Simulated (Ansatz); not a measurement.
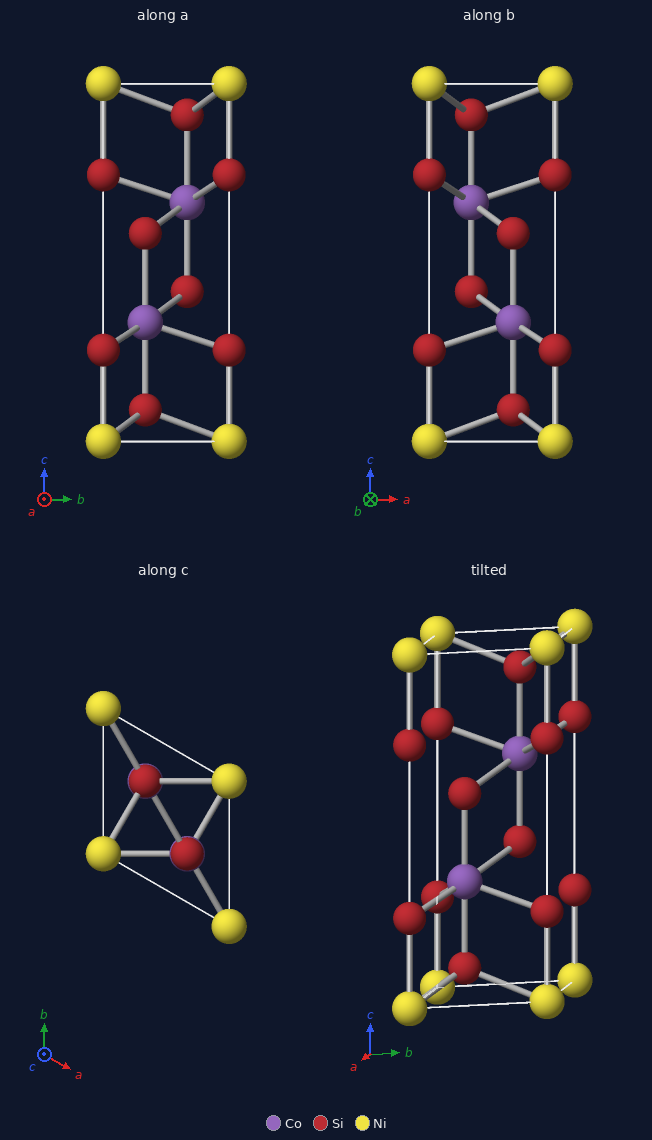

An orthographic ball-and-stick view of the structure, along the a axis, along the b axis, along the c axis and slightly off an axis. The box is the conventional unit cell; atoms on or close to its faces, edges and corners are drawn wherever they repeat.

Lattice parameters: a = 3.7937 Å, b = 3.7937 Å, c = 9.3427 Å, α = 90.000°, β = 90.000°, γ = 120.000°.

**Give the structure in the form of a CIF with its space group and independent sites, with free fractional coordinates to two decimals.**

```cif
data_structure
_symmetry_space_group_name_H-M 'P -3 m 1'
_symmetry_Int_Tables_number 164
_cell_length_a 3.7937
_cell_length_b 3.7937
_cell_length_c 9.3427
_cell_angle_alpha 90.000
_cell_angle_beta 90.000
_cell_angle_gamma 120.000
_cell_volume 116.45
loop_
_atom_site_label
_atom_site_type_symbol
_atom_site_symmetry_multiplicity
_atom_site_Wyckoff_symbol
_atom_site_fract_x
_atom_site_fract_y
_atom_site_fract_z
_atom_site_occupancy
Co1 Co 2 d 0.6667 0.3333 0.33 1
Si1 Si 2 c 0.00 0.00 0.26 1
Si2 Si 2 d 0.3333 0.6667 0.91 1
Si3 Si 2 d 0.6667 0.3333 0.58 1
Ni1 Ni 1 a 0.00 0.00 0.00 1
```

The structure comes from a structure type filled with these elements by a generator (whether the compound takes this form wasn't checked). Earlier steps of the study may have refined or changed the cell and positions. It went into a calculation with Ansatz.
